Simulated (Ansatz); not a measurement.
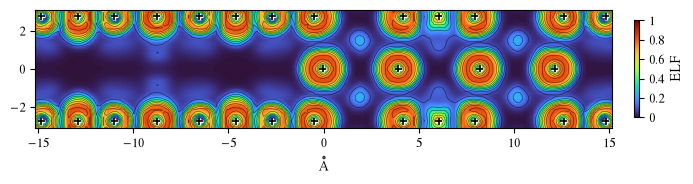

The ELF on a plane through atoms (crosses mark nuclei in the plane).

These are results of Ansatz 0.2.0, Kohn-Sham DFT of a periodic cell, PBE, Ansatz PAW, not measurements.

Candidates:
A. Ta4NiO11, a = 3.91 Å, b = 29.66 Å, c = 3.89 Å, α = 90.00°, β = 90.00°, γ = 90.00°. Space group Cmmm; a generated structure, not necessarily the stable one; spin-polarised.
B. Hf2Pd2Se2Br2O3, a = 15.35 Å, b = 3.42 Å, c = 13.21 Å, α = 90.00°, β = 107.63°, γ = 90.00°. Space group Cm; a generated structure, not necessarily the stable one.
C. HPbNO4, a = 6.43 Å, b = 4.12 Å, c = 8.34 Å, α = 90.02°, β = 112.23°, γ = 90.02°. Space group P2₁; a generated structure, not necessarily the stable one.

Q: Which system is this?

A: Candidate A: Ta4NiO11 on the (101) plane of the conventional cell, which holds Ta, Ni and O. Ni–O (1.88 Å): the ELF peaks at about 0.80 in the valence shell of O, 0.6 Å from its nucleus, and is about 0.25 at the midpoint (no shared electron pair shows on this line). Ta–O (1.91 Å): the ELF peaks at about 0.80 in the valence shell of O, 0.6 Å from its nucleus, and drops to about 0.25 between the two atoms: no shared electron pair shows on this line.
